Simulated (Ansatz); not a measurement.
**CHB (triplet): trial inputs and their diagnosis at distance B1–C2 = 2.483 Å**

3 inputs are run for CHB (triplet) as typed; the log has to tell whether the result can be used and what must change.

Method: the settings change from run to run; program: Ansatz 0.2.0, Gaussian basis.

12 further runs of the same task are left out: 1 for a known fault of the program, 8 that didn't finish, 3 set aside as unsound or not needed.

## Step 1: The geometry

The geometry derives from a PBE0/def2-TZVP stationary point (not a proven minimum). One bond is set to the value named and the two fragments are kept rigid.

3 atoms, charge 0, spin multiplicity 3.

Atoms are counted from 1 here; the program's logs count them from 0.

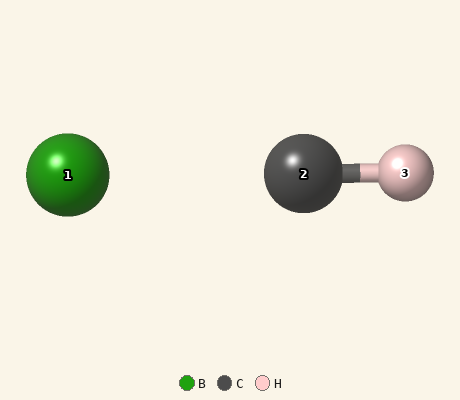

The geometry (boron green, carbon dark grey, hydrogen pink); atoms are numbered from 1 in the order of the file.

## Step 2: Input 1

in.yaml reads:

```yaml
crystal:
  periodic: [false, false, false]
  atoms:
    - {symbol: B, position_ang: [0.000000, 0.000000, 2.012267]}
    - {symbol: C, position_ang: [0.000000, 0.000000, -0.470733]}
    - {symbol: H, position_ang: [0.000000, 0.000000, -1.541535]}
basis:
  gaussian: {orbitals: cc-pVDZ}
magnetization: {spin_polarized: false, initial_magnetization: 2}
correlation: {method: fic_nevpt4_sd, electrons: outside_noble_gas, active_space: {window: {electrons: 2, orbitals: 3}, states: [{multiplicity: 3, weights: [0.5, 1, 1, 1]}], root: 2}}
scf: {lower_state_search: off}
```

Started as:

```bash
ansatz run in.yaml --threads 1 --pin off --events-out ev --progress --plain --max-ram 2393MiB
```

Standard output:

```text
Functional definition: HF
  name "HF"
  cite "Fock, Z. Phys. 61, 126 (1930) doi:10.1007/BF01340294"
  parent pbe
  exchange = exact_x
  correlation = 0
these checks for a lower state are left out or cut short: stability, starts, cluster_reference, orbital_swaps, neighbouring_geometries, increment
574 factors; integrals over basis functions are off by at most 2.0e-7 eV
mean field evaluation 1: about -1707.3980 eV, gradient 1.5e1 eV
mean field evaluation 2: about -1707.3982 eV, gradient 1.5e1 eV
mean field evaluation 4: about -1708.3478 eV, gradient 8.7e0 eV
mean field evaluation 8: about -1708.9229 eV, gradient 7.7e-1 eV
mean field -1708.92839809 eV, -62.8019602764 hartree, gradient 5.7e-7 eV, S^2 2.000000; 0 other end points of the search recorded, 0 dependent functions left out
reference -1708.92839809 eV, -62.8019602764 hartree; 7, 5 occupied and 26, 28 virtual orbitals, 574 factors
Error: 4 states are sought, and the space of determinants holds 3 states of this symmetry and spin
```

Run time: 0.15 s. Hardware: 1 thread of Arm Neoverse V2, shared host.

**Diagnosis.** The run stopped with an error. It says: «4 states are sought, and the space of determinants holds 3 states of this symmetry and spin». Cure: ask for fewer states or enlarge the space.

## Step 3: Input 2

in.yaml reads:

```yaml
crystal:
  periodic: [false, false, false]
  atoms:
    - {symbol: B, position_ang: [0.000000, 0.000000, 2.012267]}
    - {symbol: C, position_ang: [0.000000, 0.000000, -0.470733]}
    - {symbol: H, position_ang: [0.000000, 0.000000, -1.541535]}
basis:
  gaussian: {orbitals: 6-31G}
magnetization: {spin_polarized: false, initial_magnetization: 10}
correlation: {method: ccsdt, electrons: all}
accuracy: high
scf: {lower_state_search: full}
```

Launched as before.

Standard output, shortened:

```text
Functional definition: HF
  name "HF"
  cite "Fock, Z. Phys. 61, 126 (1930) doi:10.1007/BF01340294"
  parent pbe
[...]
463 factors; integrals over basis functions are off by at most 2.5e-9 eV
[...]
mean field -1504.49637723 eV, -55.2892220791 hartree, gradient 9.8e-8 eV, S^2 30.000000; 5 other end points of the search recorded, 0 dependent functions left out
reference -1504.49637723 eV, -55.2892220791 hartree; 11, 1 occupied and 9, 19 virtual orbitals, 463 factors
second order -0.39126365 eV of doubles, -0.00079002 eV of singles
cycle   1  -0.48604110 eV  change   -9.4e-2 eV  update   2.1e-2
[...]
cycle  13  -0.52588751 eV  change   -1.0e-9 eV  update   1.3e-9
Total energy: -1505.02226474 eV, -55.3085480886 hartree
```

Run time: 1.2 s. Hardware: 1 thread of Arm Neoverse V2, shared host.

**Diagnosis.** The run converged, which proves nothing about the input. Far too many unpaired electrons are asked for. Its energy belongs to the state of multiplicity 11, not to the triplet that was meant. Cure: set initial_magnetization to that of the wanted state.

## Step 4: Input 3

in.yaml reads:

```yaml
crystal:
  periodic: [false, false, false]
  atoms:
    - {symbol: B, position_ang: [0.000000, 0.000000, 2.012267]}
    - {symbol: C, position_ang: [0.000000, 0.000000, -0.470733]}
    - {symbol: H, position_ang: [0.000000, 0.000000, -1.541535]}
basis:
  gaussian: {orbitals: cc-pVDZ}
magnetization: {spin_polarized: false, initial_magnetization: 2}
correlation: {method: sc_nevpt2, electrons: all, active_space: {window: {electrons: 4, orbitals: 4}, states: [{multiplicity: 3, weights: [1, 1]}], root: 5}}
```

Launched as before.

Standard output:

```text
Error: the active space averages no state 5, counted from zero
```

Wall time 0.03 s (1 thread of Arm Neoverse V2, shared host).

**Diagnosis.** The run was refused. The root asked for lies beyond the states averaged. To mend it, average more states or name a lower root.

## Step 5: How the runs ended

```
input                    level                ended                                                                                        cause    time
    1  NEVPT4(SD)(2,3)/cc-pVDZ  stopped by an error  4 states are sought, and the space of determinants holds 3 states of this symmetry and spin  0.15 s
    2      CCSDT on ROHF/6-31G            converged                                                far too many unpaired electrons are asked for   1.2 s
    3      NEVPT2(4,4)/cc-pVDZ              refused                                           the root asked for lies beyond the states averaged  0.03 s
```

1 stopped by an error, 1 converged, 1 refused. The input that converges on a wrong geometry or spin is the dangerous one: no error points at it, so geometry and ⟨S²⟩ have to be checked.
